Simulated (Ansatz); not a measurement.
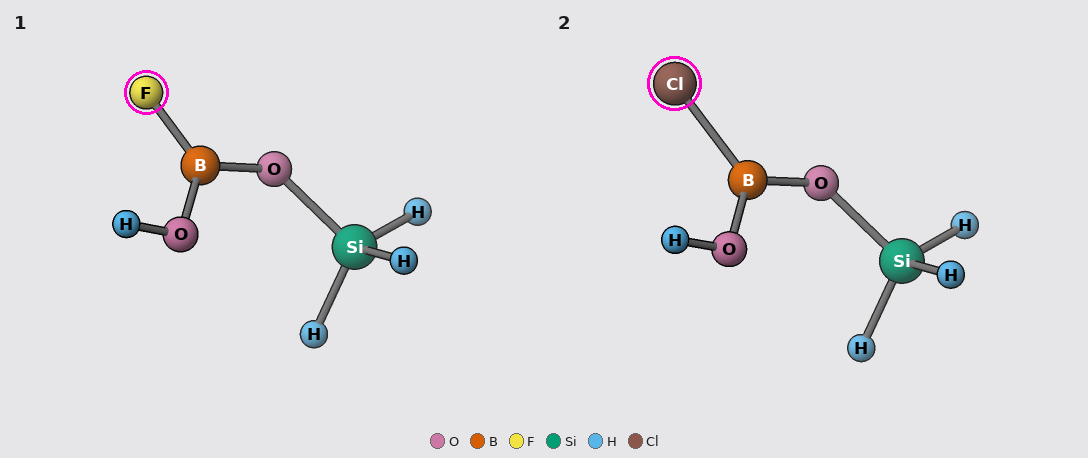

2 molecules with one skeleton, seen from the same side and at one scale; the atom that differs is circled. Each species is neutral and a spin singlet. Computed geometries: PBE0-D4/def2-TZVP optimisations, one conformation each. Properties computed with Ansatz 0.2.0.

One atom differs, called X below: F in panel 1, Cl in panel 2. Their formulas are BFH4O2Si (`OB(F)O[SiH3]`), BClH4O2Si (`OB(Cl)O[SiH3]`).

> In which is the dipole moment larger (r2SCAN-D4/def2-TZVPP)?

In panel 2 (X = Cl).

> In which is the harmonic zero-point energy higher (PBE0-D4/def2-TZVP)?

In panel 1 (X = F).

Give the values. With PBE0-D4/def2-TZVP: length of X–B (Å), mean angle X–B–O (°), harmonic zero-point energy (kJ/mol). With r2SCAN-D4/def2-TZVPP: dipole moment (D), HOMO energy (Kohn–Sham orbital) (eV), HOMO–LUMO gap (eV).

```csv
quantity,1 (F),2 (Cl),2 − 1
length of X–B (Å),1.334,1.775,+0.441
mean angle X–B–O (°),119.5,119.6,+0.1
dipole moment (D),1.27,1.34,+0.07
HOMO energy (Kohn–Sham orbital) (eV),−8.14,−7.99,+0.15
HOMO–LUMO gap (eV),7.80,7.62,−0.18
harmonic zero-point energy (kJ/mol),137.7,133.6,−4.1
```
